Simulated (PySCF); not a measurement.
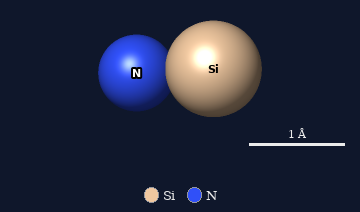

Fig. 1: The structure as given in the input (ball-and-stick view, seen at a tilt). Bond lengths as drawn: N–Si 0.84 Å.

# Run report: SiN, single-point calculation

System: SiN, multiplicity 2.
Method: UHF/lanl2dz, mp2 (PySCF 2.14.0).

Some settings of this run were made unusual or wrong on purpose.

The input
```python
from pyscf import gto, scf, mp

mol = gto.M(
    atom='Si 0 0 0; N 0 0 1.593',
    basis='lanl2dz',
    ecp={'Si': 'lanl2dz'},
    charge=0,
    spin=1,
    unit='bohr',
    verbose=4,
)
mf = scf.UHF(mol)
mf = mf.newton()
mf.kernel()
mp.MP2(mf).kernel()
mf.dip_moment()
print('orbital energies (hartree):', [e[max(0, n-3):n+3].round(4) for e, n in zip(mf.mo_energy, mol.nelec)])
```

Command:
```bash
OMP_NUM_THREADS=1 python input.py
```

Log
```
PySCF version 2.14.0

[INPUT] verbose = 4
[INPUT] num. atoms = 2
[INPUT] num. electrons = 11
[INPUT] charge = 0
[INPUT] spin (= nelec alpha-beta = 2S) = 1
[INPUT] symmetry False subgroup None
[INPUT] Mole.unit = bohr
[INPUT] Symbol           X                Y                Z      unit          X                Y                Z       unit  Magmom
[INPUT]  1 Si     0.000000000000   0.000000000000   0.000000000000 AA    0.000000000000   0.000000000000   0.000000000000 Bohr   0.0
[INPUT]  2 N      0.000000000000   0.000000000000   0.842979296996 AA    0.000000000000   0.000000000000   1.593000000000 Bohr   0.0

nuclear repulsion = 17.5768989328311
number of shells = 9
number of NR pGTOs = 37
number of NR cGTOs = 17
basis = lanl2dz
ecp = {'Si': 'lanl2dz'}

******** <class 'pyscf.soscf.newton_ah.SecondOrderUHF'> ********
method = SecondOrderUHF
initial guess = minao
damping factor = 0
level_shift factor = 0
DIIS = <class 'pyscf.scf.diis.CDIIS'>
diis_start_cycle = 1
diis_space = 8
diis_damp = 0
SCF conv_tol = 1e-09
SCF conv_tol_grad = None
SCF max_cycles = 50
direct_scf = True
direct_scf_tol = 1e-13
number electrons alpha = 6  beta = 5
******** <class 'pyscf.scf.uhf.UHF'> Newton solver flags ********
SCF tol = 1e-09
conv_tol_grad = None
max. SCF cycles = 50
direct_scf = True
direct_scf_tol = 1e-13
max_cycle_inner = 12
max_stepsize = 0.05
ah_start_tol = 1e+09
ah_level_shift = 0
ah_conv_tol = 1e-12
ah_lindep = 1e-14
ah_start_cycle = 1
ah_max_cycle = 40
ah_grad_trust_region = 2.5
kf_interval = 4
kf_trust_region = 5
canonicalization = True
Set conv_tol_grad to 3.16228e-05
  alpha nocc = 6  HOMO = -0.0083711003491409  LUMO = 0.157178897307553
  beta  nocc = 5  HOMO = -0.334045897369801  LUMO = -0.0083711003491409

WARN: HOMO -0.0083711003491409 >= LUMO -0.0083711003491409

Initial guess E= -55.7568433865949  |g|= 0.367649
macro= 0  E= -55.8970889237886  delta_E= -0.140246  |g|= 0.14325  3 KF 18 JK
macro= 1  E= -55.9072271966467  delta_E= -0.0101383  |g|= 0.0113131  3 KF 9 JK
macro= 2  E= -55.9072305048805  delta_E= -3.30823e-06  |g|= 0.000152248  2 KF 8 JK
macro= 3  E= -55.9072305048805  delta_E= -5.68434e-14  |g|= 5.32546e-06  1 KF 2 JK
Canonicalize SCF orbitals
macro X = 4  E=-55.9072305048805  |g|= 5.32546e-06  total 10 KF 42 JK
converged SCF energy = -55.9072305048805  <S^2> = 0.75792689  2S+1 = 2.0079112

******** <class 'pyscf.mp.ump2.UMP2'> ********
nocc = (np.int64(6), np.int64(5)), nmo = (17, 17)
E(UMP2) = -56.0013094556708  E_corr = -0.0940789507903258
E(SCS-UMP2) = -56.0002538834218  E_corr = -0.0930233785413005
E_corr(same-spin) = -0.0229284950851043
E_corr(oppo-spin) = -0.0711504557052215
Dipole moment(X, Y, Z, Debye): -0.00000, -0.00000,  0.23326
orbital energies (hartree): [array([-0.7035, -0.4949, -0.3125,  0.1212,  0.1212,  0.2232]), array([-0.6537, -0.6537, -0.3769,  0.1299,  0.1299,  0.2018])]
```

What the run reported

```json
{"quantity": "outcome", "value": "converged"}
{"quantity": "SCF energy", "value": "−55.907231 hartree"}
{"quantity": "⟨S²⟩", "value": "0.758"}
{"quantity": "dipole moment", "value": "0.23 D"}
{"quantity": "hardware", "value": "1 CPU thread, shared host"}
```

What went wrong

Some settings of this run were drawn to be unusual or wrong. It converged; results that depend on the unusual settings are not reference values.
